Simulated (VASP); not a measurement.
Band structure of GaN (wurtzite). Method: modified Becke-Johnson potential (mBJ), VASP's PBE PAW potentials (set 64) (plane waves; VASP 6.6.1).

mBJ is a potential without an energy functional, so only the levels count.

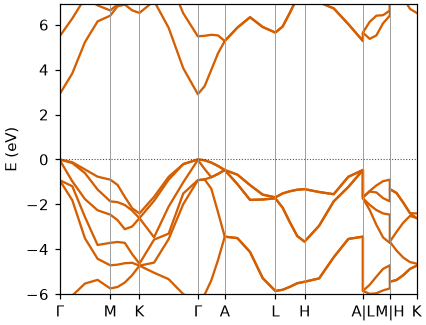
*Bands along high-symmetry lines, zero at the valence-band maximum or, without a gap, the Fermi level*

Question: Read the plot: is there a gap, and where are the band edges?

Answer: The gap is direct, 2.91 eV, from the valence maximum at Γ to the conduction minimum at Γ.

Measured: gap 3.68 eV (computed value off by -0.77 eV), as given by Wei Chen et al., Physical Review Materials (2018), doi:10.1103/physrevmaterials.2.073803 [zero-point renormalisation of 0.17 eV added back (the table's ZPR column)].

The compound is GaN in the wurtzite structure. It was relaxed first. The cell's shape comes from a PBE relaxation.
